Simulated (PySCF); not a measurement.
```xyz
17

C    -2.2818   -0.6065    0.4083
C    -1.3530    0.5992    0.5824
C     0.0853    0.2157    0.4409
C     1.0114    0.0601    1.4404
C     2.2634   -0.3161    0.8634
C     2.0662   -0.3704   -0.4894
F     3.0114   -0.7606   -1.4050
C     0.7367   -0.0238   -0.8067
F     0.8089    2.0275   -1.5026
H    -2.1408   -1.0461   -0.5767
H    -3.3287   -0.3167    0.5128
H    -2.0554   -1.3674    1.1545
H    -1.5930    1.3495   -0.1742
H    -1.5200    1.0434    1.5686
H     0.8409    0.2006    2.4964
H     3.1783   -0.5129    1.3957
H     0.2630   -0.1635   -1.7591
```

Geometry: GFN2-xTB; at this geometry the atoms fall into two loosely joined parts.

Computed with PySCF 2.14.0, density-fitted response routines, UKS B3LYP, pcH-1 on C F H, non-relativistic, mean-field spin-orbit, GIAO.

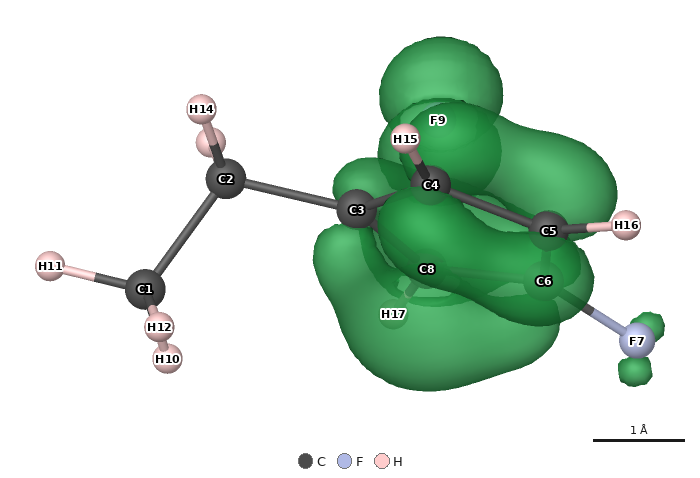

C$_{7}$H$_{8}$F$_{2}$ (charge −1, doublet). Isosurfaces of the spin density at +0.02 (green) and −0.02 e/Å³ (red), seen from one side.

> Where is the unpaired spin?

The unpaired spin (1 electron) lies mostly on F9 (about 0.4), C8 (about 0.3), C5 (about 0.1) and C4 (about 0.1), in electrons by Hirshfeld's partition.
